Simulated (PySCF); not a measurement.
**Core-level calculation of C₂H₄O₂Si**

System: C₂H₄O₂Si.
Method: delta-SCF UKS PBE0, pcX-2 on the ionised atom, pcseg-1 elsewhere, spin-free X2C (PySCF 2.14.0).

Figures and captions count atoms from 1; the log counts them from 0 in places.

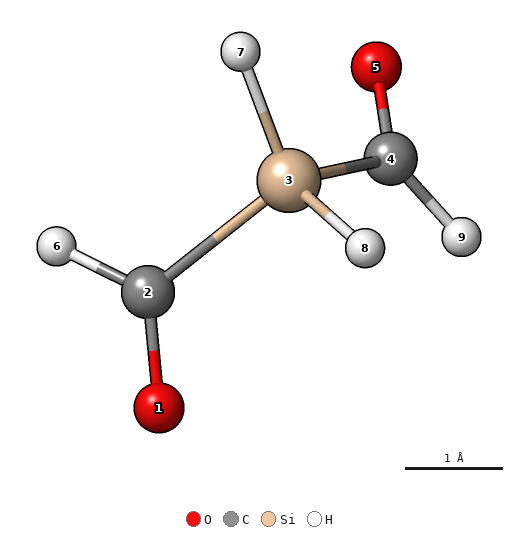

*The structure as given in the input (ball-and-stick view, seen at a tilt; atoms are numbered from 1 in the order of the input).*

Bond lengths as drawn: C–H 1.13 Å, C–O 1.20 Å, C–Si 1.94 Å and H–Si 1.49 Å.

**The input**
```
{"job": {"kind": "xps", "xc": "PBE0"}, "charge": 0, "multiplicity": 1}
O     -1.951164    -1.052633     0.875264
C     -1.480620    -0.540511    -0.108291
Si    -0.059945     0.769847     0.026968
C      1.563713    -0.284606     0.061265
O      2.201317    -0.496827    -0.937605
H     -1.831132    -0.849081    -1.132355
H     -0.031010     1.658731    -1.168251
H     -0.231572     1.516621     1.305193
H      1.878835    -0.736170     1.043308
```

The first line tells a small driver script what to run in PySCF; the rest is the geometry in Å.

Launched with:
```bash
OMP_NUM_THREADS=1 python <driver script> task.json out
```

**The program's output**
```
ground state, core basis on atom 0 (O), 125 functions
  cycle   1  E = -518.59153679  |g| = 9.98e-01
  cycle   2  E = -517.71162914  |g| = 2.31e+00
  cycle   3  E = -518.79334119  |g| = 4.67e-02
  cycle   4  E = -518.79352919  |g| = 4.52e-02
  cycle   5  E = -518.79385621  |g| = 2.43e-02
  cycle   6  E = -518.79396376  |g| = 5.38e-03
  cycle   7  E = -518.79397098  |g| = 1.46e-03
  cycle   8  E = -518.79397075  |g| = 2.40e-04
  E(ground) = -518.79388624 Eh
hole in O 1s of atom 0
  cycle   1  E = -498.19067829  |g| = 2.23e+00
  cycle   2  E = -496.79163246  |g| = 2.40e+00
[... 17 cycles left out ...]
  E(ion) = -499.03210464 Eh   <S^2> = 0.9305   hole on atom = 1.000   binding energy = 537.745 eV
ground state, core basis on atom 1 (C), 125 functions
[... 5 cycles left out ...]
  E(ground) = -518.77020442 Eh
hole in C 1s of atom 1
[... 17 cycles left out ...]
  E(ion) = -508.00542054 Eh   <S^2> = 1.0096   hole on atom = 1.000   binding energy = 292.925 eV
ground state, core basis on atom 2 (Si), 136 functions
[... 6 cycles left out ...]
  E(ground) = -518.83117747 Eh
hole in Si 1s of atom 2
[... 8 cycles left out ...]
  cycle   9  E = -451.03564856  |g| = 1.03e-03
  cycle  10  E = -451.03565017  |g| = 2.77e-04
  E(ion) = -451.03570034 Eh   <S^2> = 0.7523   hole on atom = 1.000   binding energy = 1844.809 eV
hole in Si 2p of atom 2
  cycle   1  E = -514.56165984  |g| = 1.22e+00
  cycle   2  E = -514.43183774  |g| = 1.12e+00
  cycle   3  E = -514.75650789  |g| = 5.76e-01
  cycle   4  E = -514.88512580  |g| = 1.30e-01
  cycle   5  E = -514.89116413  |g| = 4.03e-02
  cycle   6  E = -514.89207246  |g| = 8.69e-03
  cycle   7  E = -514.89211509  |g| = 1.03e-03
  cycle   8  E = -514.89211508  |g| = 4.66e-04
  E(ion) = -514.89216621 Eh   <S^2> = 0.7530   hole on atom = 1.002   binding energy = 107.186 eV
  2p3/2 = 106.986 eV   2p1/2 = 107.602 eV
```

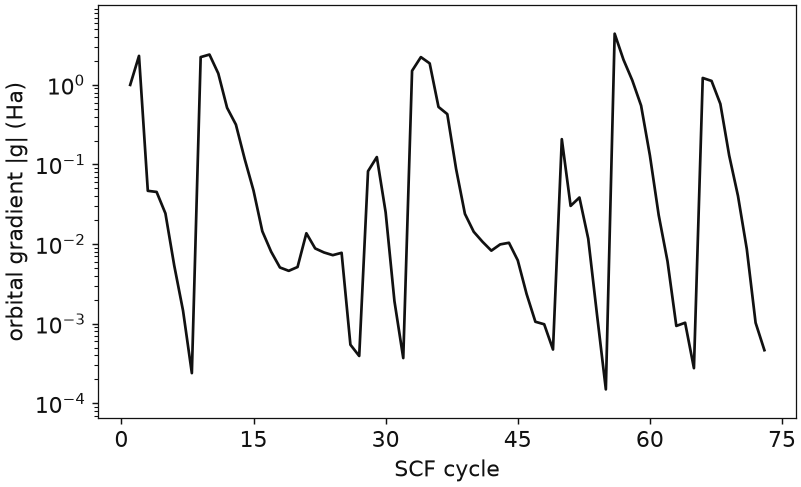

*Convergence of the self-consistent field: orbital gradient |g| against the SCF cycle.*

All cycles printed in the log are drawn one after another.

**Results in brief**

| quantity | value |
| --- | --- |
| outcome | converged |
| hardware | 1 CPU thread, shared host |
| wall time | 23 s |
| peak memory | 0.52 GiB |

The core-hole state is spin-contaminated.
